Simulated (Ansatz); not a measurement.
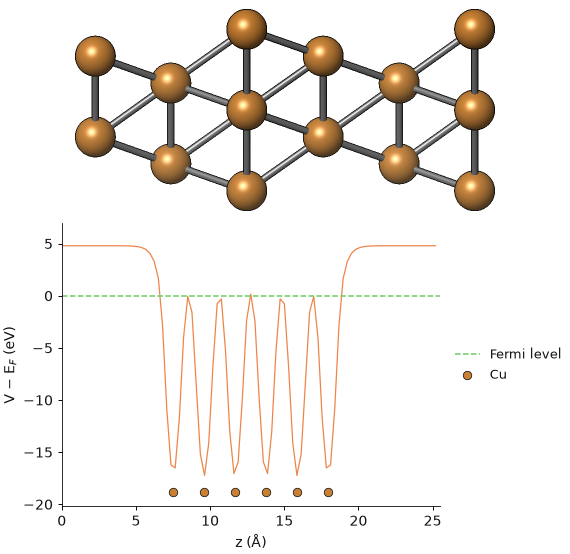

Plane-averaged electrostatic potential energy of an electron across the slab; circles at the bottom mark the heights of the atoms (positions after relaxation). The structure is drawn too.

The Ansatz input:

```
crystal:
  lattice:
    - [2.5666581864, 0.0, 0.0]
    - [-1.2833290932, 2.2227911922, 0.0]
    - [0.0, 0.0, 25.4783381679]
  atoms:
    - { symbol: Cu, position: [0.6666666667, 0.3333333333, 0.2943677076] }
    - { symbol: Cu, position: [0.3333333333, 0.6666666667, 0.3766206246] }
    - { symbol: Cu, position: [0.0, 0.0, 0.4588735415] }
    - { symbol: Cu, position: [0.6666666667, 0.3333333333, 0.5411264585] }
    - { symbol: Cu, position: [0.3333333333, 0.6666666667, 0.6233793754] }
    - { symbol: Cu, position: [0.0, 0.0, 0.7056322924] }
basis:
  ecutwfc: 420
kpoints:
  mp_grid: { grid: [15, 15, 1] }
hamiltonian:
  xc: pbe
scf:
  occupations: { method: gaussian, width: 0.1 }
output:
  forces: true
  eigenvalues: true
  write_density: true
  write_potential: true
  elf: true
  volumetric_format: npy
relax:
  adjacent_minimum: "off"
  f_tol: 0.02
  max_steps: 60
efield:
  axis: 3
  dipole_correction: true
  ramp_width: 0.04
```

Command:
```bash
ansatz run input.yaml --threads 4 --pin off --max-ram 8192MiB --backend cpu --events-out ev --progress --plain --runs-dir out
```

Q: Read off the work function of each face.

A: The work function is 4.80 eV, the same on both faces. The two vacuum levels agree, so the slab has no net dipole along its normal.

Q: How thick are slab and vacuum?

A: The outermost atoms are 10.4 Å apart, which leaves 15.0 Å of vacuum in a cell 25.5 Å high.
